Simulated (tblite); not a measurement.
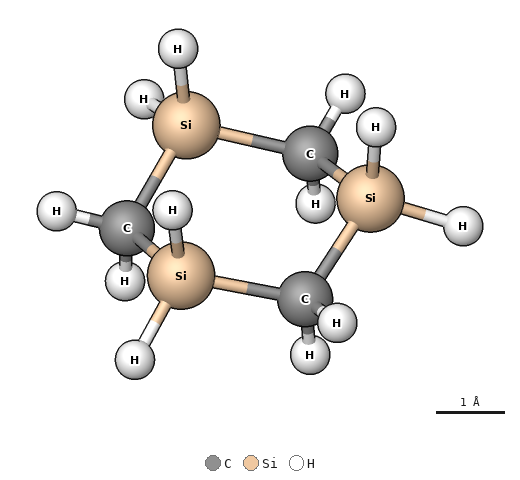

*The structure (ball-and-stick view, seen at a tilt).*

Bond lengths as drawn: C–H 1.09 Å, C–Si 1.90 Å and H–Si 1.47 Å.

## Nudged elastic band, with input and output: C$_{3}$H$_{12}$Si$_{3}$

The run: nudged elastic band of C$_{3}$H$_{12}$Si$_{3}$, SMILES C1[SiH2]C[SiH2]C[SiH2]1. Method and program: GFN1-xTB climbing-image nudged elastic band, gas phase (tblite 0.8.0).

The input
```
{"job": {"images": 9, "spring": 1.0, "start": "idpp", "climb": true, "fmax": 0.1, "method": "GFN1-xTB", "steps": 200, "xc": "GFN1-xTB", "basis": "xTB", "kind": "neb"}, "charge": 0, "multiplicity": 1}
C     -1.757564     0.432119    -0.051199
Si    -0.508070     1.643597     0.710339
C      1.189126     1.361679    -0.095111
Si     1.810113    -0.431448    -0.006883
C      0.485836    -1.576321    -0.744865
Si    -1.234988    -1.392169     0.038571
H     -1.922639     0.702418    -1.094404
H     -2.719260     0.553008     0.444524
H     -0.947880     3.031407     0.478112
H     -0.419119     1.425456     2.161002
H      1.920803     2.016821     0.374633
H      1.140121     1.668429    -1.140111
H      2.072338    -0.803200     1.390628
H      3.067379    -0.564736    -0.765265
H      0.409548    -1.385357    -1.815498
H      0.813249    -2.610100    -0.648214
H     -2.208774    -2.228221    -0.686790
H     -1.198978    -1.837064     1.438875
```

The first line tells a small driver script what to run in tblite; the rest is the geometry in Å.

Hardware: 1 CPU thread, shared host.

Command:
```bash
OMP_NUM_THREADS=1 python <driver script> task.json out
```

Output
```
image   E - E0 / eV
  0       0.0000
  1      -0.0305
  2       0.0189
  3       0.0736
  4       0.1079
  5       0.1101
  6       0.0881
  7       0.0628
  8       0.1123
```

Summary

- outcome: converged
- forward barrier: 0.112 eV
- wall time: 1.9 s
- peak memory: 0.36 GiB
